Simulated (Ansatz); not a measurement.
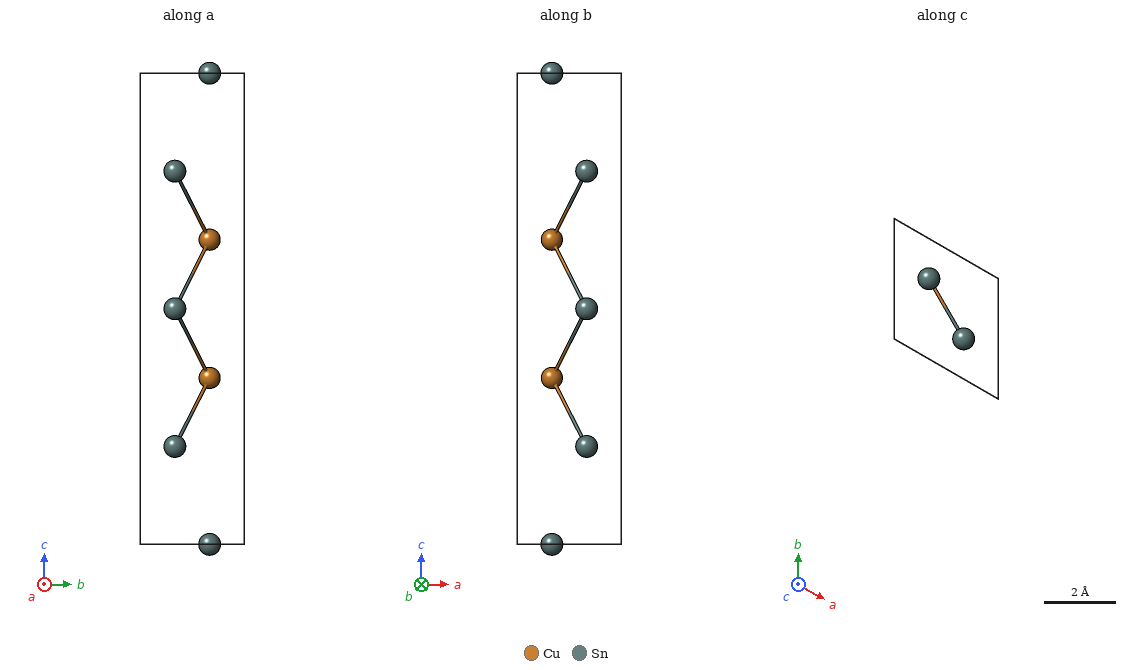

Structure drawing (ball-and-stick), viewed along the a axis, along the b axis and along the c axis. One conventional unit cell is framed, with atoms on its boundary repeated.

Lattice parameters: a = 3.424 Å, b = 3.424 Å, c = 13.402 Å, α = 90.00°, β = 90.00°, γ = 120.00°. Put a along x and b in the xy plane.

Set out the cell and atoms as a POSCAR file, with free fractional coordinates to two decimals.

```
Cu Sn
1.0
     3.424    0.000    0.000
    -1.712    2.965    0.000
     0.000    0.000   13.402
Cu Sn
2 4
Direct
  0.3333 0.6667 0.35
  0.3333 0.6667 0.65
  0.3333 0.6667 0.00
  0.6667 0.3333 0.21
  0.6667 0.3333 0.50
  0.6667 0.3333 0.79
```

It goes back to a structure type filled with these elements by a generator (whether the compound takes this form wasn't checked). Atoms and cell were optimised with Ansatz 0.2.0, DFT PBE, scalar-relativistic, plane waves, PAW.
